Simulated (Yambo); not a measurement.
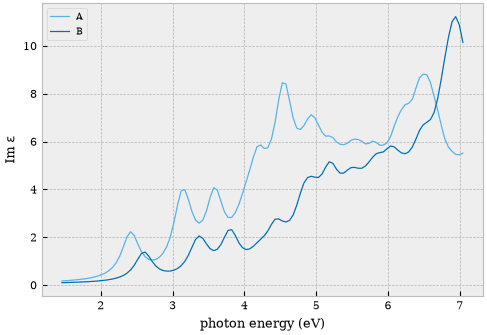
Two computed absorption spectra of CdZnS₂ (space group P-4m2, No. 115) (Yambo, PBEsol bands with the same scissor, field along x)

Axes are Cartesian, with cell vectors (Å) (3.93, 0.00, 0.00), (0.00, 3.93, 0.00), (0.00, 0.00, 5.65).

### Question
Which curve includes the electron-hole attraction (BSE)?

### Answer
Curve A: the attraction moves weight to lower energy (centre of the plotted range 5.1 eV against 5.6 eV). Settings: 8×8×6 mesh, 5 valence and 4 conduction bands, static screening with 58 bands and a 4 Ry block, scissor 1.22 eV, Tamm-Dancoff. The scissor comes from a G0W0 run whose convergence isn't established. Broadening 0.15 eV. The band window holds all transitions up to 7.1 eV. On this mesh the peak heights and the fine structure are mesh artefacts; only the shift of weight is robust.

Spin-orbit coupling is not included.

Geometry relaxed with PBEsol; primitive cell a = 3.9281 Å, b = 3.9281 Å, c = 5.6524 Å, α = 90.00°, β = 90.00°, γ = 90.00°.

The structure is a Materials Project entry; no match was found in the copy of COD used, and its stability was not checked.
